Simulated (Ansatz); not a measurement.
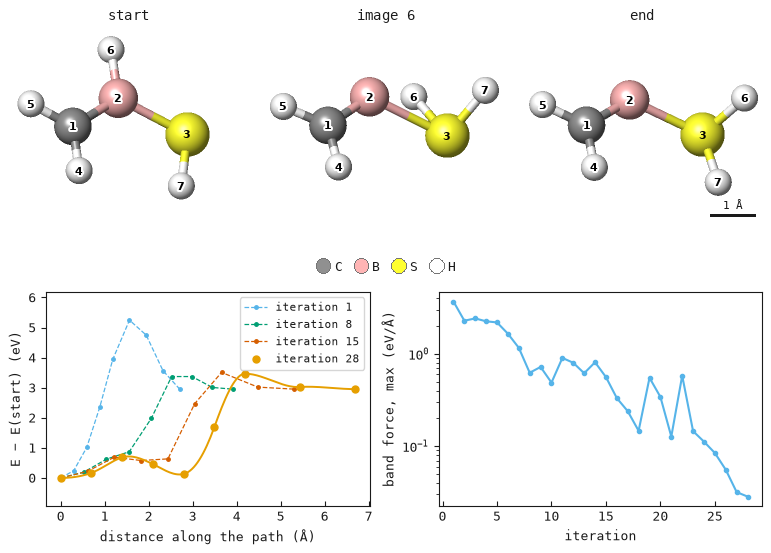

A nudged-elastic-band calculation for CH4BS (multiplicity 2). Images are numbered from 0 (start) to 8 (end). The plot follows the band through its iterations. The picture is a ball-and-stick view, seen from a free direction.

Level of theory: UKS PBE0/cc-pVDZ (Ansatz). Run with 7 movable images; climbing image; force threshold 0.03 eV/Å; iteration limit 60; starting path through a guess of the saddle point.

> Did the band converge, and can the barrier be trusted?

The run is converged, with reservations. The band converged in 28 iterations. The largest component of the band force went from 3.7 to 0.028 eV/Å. The climbing image converged on the top of the path. Its vibrational analysis gives one imaginary mode (1027i cm⁻¹), as a transition state must have. The first iteration put the highest image at 5.25 eV. Forward barrier 3.47 eV, backward barrier 0.51 eV, with image 6 at the top; the reaction energy is +2.95 eV. The profile has 2 maxima (images 2, 6) with a dip at image 4 (+0.13 eV), so the process runs in steps.
